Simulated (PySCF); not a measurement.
**GaHClO (SMILES [O][GaH][Cl]) at URI-MP2/ccECP-aug-cc-pVDZ (core potential)**

Aim: the vertical doublet–quartet gap of GaHClO at URI-MP2/ccECP-aug-cc-pVDZ (core potential), from 2 runs. The job is set up through a Python script.

The calculation is run with PySCF 2.14.0.

9 further runs of the same task are left out: 3 that didn't finish, 6 set aside as unsound or not needed.

### 1 The molecule

GaHClO: 4 atoms, total charge 0, spin state doublet. SMILES: `[O][GaH][Cl]`. Geometry: relaxed at PBE0-D4/def2-TZVP.

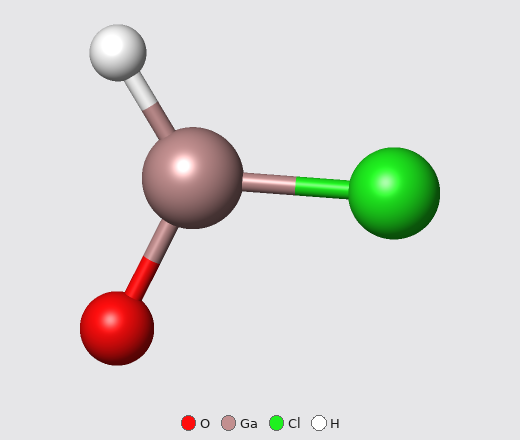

The structure, seen from a chosen angle (oxygen red, gallium pink, chlorine green, hydrogen white).

### 2 A single-point energy at URI-MP2/ccECP-aug-cc-pVDZ (core potential)

Contents of geometry.xyz:

```xyz
4
ClGaHO
O     -1.739800    -0.117700    -0.212200
Ga     0.030900     0.144300    -0.061200
Cl     1.050700    -1.557300     0.708800
H      0.713700     1.470500    -0.455700
```

Contents of input.py:

```python
from pyscf import gto, scf, mp

molecule = gto.M(
    atom='geometry.xyz',
    basis='ccecp-aug-cc-pvdz',
    verbose=4,
    ecp={'O': 'ccecp', 'Ga': 'ccecp', 'Cl': 'ccecp', 'H': 'ccecp'},
    charge=0,
    max_memory=1860,
    spin=1,
)

calc0 = scf.UHF(molecule)
calc0.max_cycle = 100
calc0.kernel()

pt = mp.MP2(calc0).density_fit().run()
e_tot = pt.e_tot
print('E(%s) = %.9f' % ('RI-MP2', e_tot))
dip = calc0.dip_moment()
pop, q = calc0.mulliken_pop()
```

Started as:

```bash
OMP_NUM_THREADS=1 python input.py
```

Log:

```text
PySCF version 2.14.0

[INPUT] num. atoms = 4
[INPUT] num. electrons = 17
[INPUT] charge = 0
[INPUT] spin (= nelec alpha-beta = 2S) = 1
[INPUT] symmetry False subgroup None
[INPUT] Mole.unit = angstrom
[INPUT] Symbol           X                Y                Z      unit          X                Y                Z       unit  Magmom
[INPUT]  1 O     -1.739800000000  -0.117700000000  -0.212200000000 AA   -3.287745511518  -0.222420764861  -0.400999883633 Bohr   0.0
[INPUT]  2 Ga     0.030900000000   0.144300000000  -0.061200000000 AA    0.058392537249   0.272687479775  -0.115651238823 Bohr   0.0
[INPUT]  3 Cl     1.050700000000  -1.557300000000   0.708800000000 AA    1.985535239081  -2.942870493785   1.339437877092 Bohr   0.0
[INPUT]  4 H      0.713700000000   1.470500000000  -0.455700000000 AA    1.348697535102   2.778842266173  -0.861148194964 Bohr   0.0

nuclear repulsion = 20.564111993961
number of shells = 29
number of NR pGTOs = 182
number of NR cGTOs = 75
basis = ccecp-aug-cc-pvdz
ecp = {'O': 'ccecp', 'Ga': 'ccecp', 'Cl': 'ccecp', 'H': 'ccecp'}

[... 89 lines left out ...]
converged SCF energy = -33.1286226085243  <S^2> = 0.76000427  2S+1 = 2.0099794
[... 19 lines left out ...]
WARN: Even tempered Gaussians are generated as DF auxbasis for  H O Ga Cl
[... 22 lines left out ...]
WARN: Even tempered Gaussians are generated as DF auxbasis for  H O Ga Cl

mem_avail = 1694.65  mem_blk = 0.05  auxlen = 424

E(DFUMP2) = -33.4883010285688  E_corr = -0.35967842004451
E(SCS-DFUMP2) = -33.4837979288887  E_corr = -0.355175320364469
E_corr(same-spin) = -0.0881985965641653
E_corr(oppo-spin) = -0.271479823480345
E(RI-MP2) = -33.488301029
Dipole moment(X, Y, Z, Debye):  1.25570,  1.84270, -0.50262
 ** Mulliken pop       alpha | beta **
pop of  0 O 2s        0.97847 | 0.93816
pop of  0 O 3s        0.01056 | 0.00509
pop of  0 O 4s       -0.04592 | -0.02842
[... 72 lines of this table left out ...]
In total             9.00000 | 8.00000
 ** Mulliken atomic charges   ( Nelec_alpha | Nelec_beta ) **
charge of  0O =     -0.33428  (     3.69842      2.63586 )
charge of  1Ga =      0.54378  (     1.19386      1.26236 )
charge of  2Cl =     -0.34690  (     3.67702      3.66988 )
charge of  3H =      0.13739  (     0.43070      0.43191 )
```

It took 3.3 s on 1 thread of Arm Neoverse V1, shared host; peak memory 0.17 GiB.

### 3 The quartet

Contents of start.xyz:

```xyz
4

O     -1.739800    -0.117700    -0.212200
Ga     0.030900     0.144300    -0.061200
Cl     1.050700    -1.557300     0.708800
H      0.713700     1.470500    -0.455700
```

Contents of run.py:

```python
from pyscf import gto, mp

mol = gto.M(
    atom='start.xyz',
    ecp='ccecp',
    verbose=4,
    max_memory=1860,
    charge=0,
    spin=3,
    basis='ccecp-aug-cc-pvdz',
)

mf = mol.UHF()
mf.max_cycle = 100
mf.kernel()
if not mf.converged:
    mf = mf.newton().run(mf.mo_coeff, mf.mo_occ)

pt = mp.MP2(mf).density_fit().run()
energy = pt.e_tot
print('E(%s) = %.9f' % ('RI-MP2', energy))
dip = mf.dip_moment()
pop, q = mf.mulliken_pop()
```

Started as:

```bash
OMP_NUM_THREADS=1 python run.py
```

Log:

```text
PySCF version 2.14.0

[INPUT] num. atoms = 4
[INPUT] num. electrons = 17
[INPUT] charge = 0
[INPUT] spin (= nelec alpha-beta = 2S) = 3
[INPUT] symmetry False subgroup None
[INPUT] Mole.unit = angstrom
[INPUT] Symbol           X                Y                Z      unit          X                Y                Z       unit  Magmom
[INPUT]  1 O     -1.739800000000  -0.117700000000  -0.212200000000 AA   -3.287745511518  -0.222420764861  -0.400999883633 Bohr   0.0
[INPUT]  2 Ga     0.030900000000   0.144300000000  -0.061200000000 AA    0.058392537249   0.272687479775  -0.115651238823 Bohr   0.0
[INPUT]  3 Cl     1.050700000000  -1.557300000000   0.708800000000 AA    1.985535239081  -2.942870493785   1.339437877092 Bohr   0.0
[INPUT]  4 H      0.713700000000   1.470500000000  -0.455700000000 AA    1.348697535102   2.778842266173  -0.861148194964 Bohr   0.0

nuclear repulsion = 20.564111993961
number of shells = 29
number of NR pGTOs = 182
number of NR cGTOs = 75
basis = ccecp-aug-cc-pvdz
ecp = ccecp

[... 20 lines left out ...]
WARN: HOMO -5.31268070491642e-05 >= LUMO -0.447611201300868
[... 5 lines left out ...]
WARN: HOMO -0.174564529462003 >= LUMO -0.187582319871573
[... 5 lines left out ...]
WARN: HOMO -0.175295651382497 >= LUMO -0.220986012384341
[... 75 lines left out ...]
converged SCF energy = -32.8558565504602  <S^2> = 3.830947  2S+1 = 4.0402708
[... 19 lines left out ...]
WARN: Even tempered Gaussians are generated as DF auxbasis for  H Cl O Ga
[... 22 lines left out ...]
WARN: Even tempered Gaussians are generated as DF auxbasis for  H Cl O Ga

mem_avail = 1692.75  mem_blk = 0.05  auxlen = 424

E(DFUMP2) = -33.2251985144082  E_corr = -0.369341963948002
E(SCS-DFUMP2) = -33.2158359798204  E_corr = -0.359979429360197
E_corr(same-spin) = -0.0960356854354676
E_corr(oppo-spin) = -0.273306278512535
E(RI-MP2) = -33.225198514
Dipole moment(X, Y, Z, Debye):  0.93869,  0.67568, -0.10954
 ** Mulliken pop       alpha | beta **
pop of  0 O 2s        1.00259 | 0.94027
pop of  0 O 3s       -0.00627 | 0.00714
pop of  0 O 4s       -0.03341 | -0.03933
[... 72 lines of this table left out ...]
In total            10.00000 | 7.00000
 ** Mulliken atomic charges   ( Nelec_alpha | Nelec_beta ) **
charge of  0O =     -0.15437  (     3.80986      2.34451 )
charge of  1Ga =      0.06840  (     1.70767      1.22393 )
charge of  2Cl =     -0.08811  (     3.84134      3.24676 )
charge of  3H =      0.17408  (     0.64113      0.18480 )
```

Run time: 4.8 s. Hardware: 1 thread of Arm Neoverse V1, shared host; peak memory 0.18 GiB.

### 4 What came out

At URI-MP2/ccECP-aug-cc-pVDZ (core potential):

```
                                                           quantity         value
                                              doublet: total energy  -33.48830 Eh
                      doublet: dipole moment (Hartree–Fock density)        2.29 D
doublet: HOMO energy (Hartree–Fock orbitals) (highest over α and β)     -12.49 eV
 doublet: LUMO energy (Hartree–Fock orbitals) (lowest over α and β)       0.77 eV
                                        doublet: correlation energy    -359.7 mEh
                         doublet: ⟨S²⟩ of the reference determinant         0.760
                                              quartet: total energy  -33.22520 Eh
                      quartet: dipole moment (Hartree–Fock density)        1.16 D
quartet: HOMO energy (Hartree–Fock orbitals) (highest over α and β)      -4.67 eV
 quartet: LUMO energy (Hartree–Fock orbitals) (lowest over α and β)      -4.51 eV
                                        quartet: correlation energy    -369.3 mEh
                         quartet: ⟨S²⟩ of the reference determinant         3.831
                   vertical energy of the quartet above the doublet      7.159 eV
```

In words: At this shape the quartet lies 7.16 eV (165 kcal/mol) above the doublet.
